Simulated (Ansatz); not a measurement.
# Fields on a plane of NiSi (MnP type, space group Pnma)

```xyz
8
Lattice="5.1189 0.0000 0.0000 0.0000 3.3423 0.0000 0.0000 0.0000 5.5634" Properties=species:S:1:pos:R:3 pbc="T T T"
Ni     2.5987     0.8356     3.8317
Ni     0.0393     0.8356     4.5134
Ni     2.5202     2.5067     1.7317
Ni     5.0796     2.5067     1.0500
Si     3.4748     0.8356     0.4641
Si     0.9154     0.8356     2.3176
Si     1.6441     2.5067     5.0993
Si     4.2035     2.5067     3.2458
```

The slice is a (1 0 -1) plane (indices of the conventional cell) through the point (0.679, 0.250, 0.083) (fractional), spanned by u = [010] and v = [101] in vectors of this cell: u (3.34 Å) and v (7.56 Å, at 90° to u). It covers one period; positions are fractions (u, v).

Atoms on it: Si at (0.00, 0.00). Other atoms lie within 1 Å of the plane.

Level of theory: r2SCAN (plane waves to 500 eV, PAW, scalar-relativistic; Ansatz, a program for electronic structure). k mesh 9×14×9. These are valence fields of a PAW run, semicore shells included where kept as valence: close to a nucleus they are smooth pseudo fields. NiSi is run without spin polarisation. NiSi was relaxed with its symmetry unable to fall.

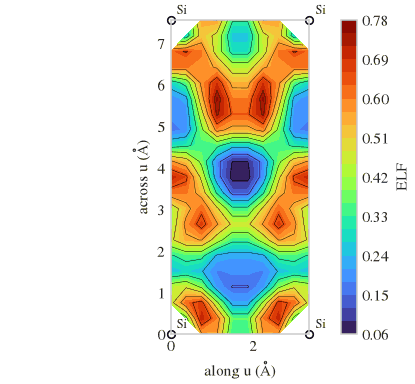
*Electron localisation function (ELF), one period of the plane, atoms marked. Points within 0.5 Å of a nucleus are left white, as the pseudised field means little there.*

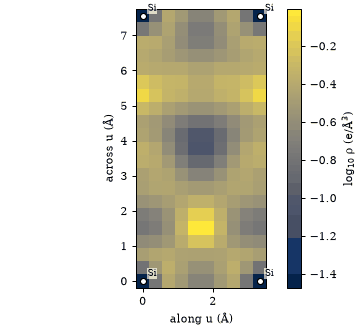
Figure: Log₁₀ of the valence density in e/Å³, one period of the plane, atoms marked. The scale is logarithmic, as a density can span decades between atoms and voids.
